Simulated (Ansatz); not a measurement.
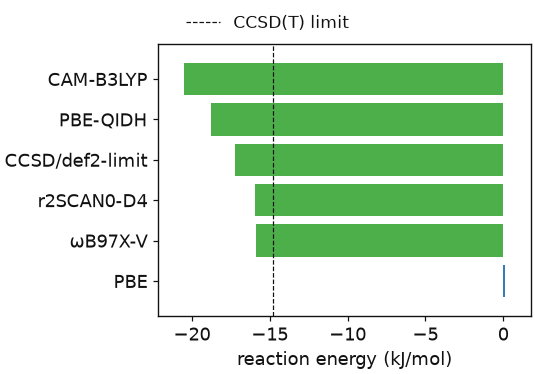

Electronic reaction energy of GeSiH₃F₃ ([F][Ge]([F])([F])[SiH3]) + NH₃ (N) → SiNH₅ (N[SiH3]) + GeHF₃ ([F][GeH]([F])[F]) (SMILES in brackets) at several levels (functionals in def2-TZVPP unless a basis is named), isolated molecules at PBE0-D4 triple-zeta geometries, minima by their frequencies, no zero-point or thermal terms, the Ansatz code 0.2.0. The line is frozen-core CCSD(T) at the basis limit (MP2 extrapolated from triple and quadruple zeta, plus CCSD(T) less MP2 in a smaller set). PBE-QIDH holds a correlation term that converges slowly with the basis, so part of the distance to the limit is basis error. No dispersion term is added to CAM-B3LYP, PBE-QIDH and PBE.

What range do the values span, the line included?

From −20.5 kJ/mol (CAM-B3LYP) to 0.1 kJ/mol (PBE).

Give the values.

```
          level  kJ/mol  less CCSD(T) limit
      CAM-B3LYP   −20.5                −5.7
       PBE-QIDH   −18.8                −4.0
CCSD/def2-limit   −17.3                −2.5
     r2SCAN0-D4   −15.9                −1.2
        ωB97X-V   −15.9                −1.1
            PBE     0.1                14.9
  CCSD(T) limit   −14.8                 0.0
```

Note: no scalar relativity up to krypton; outer-core shells are correlated without core-valence functions, which makes the correlated values less sure.
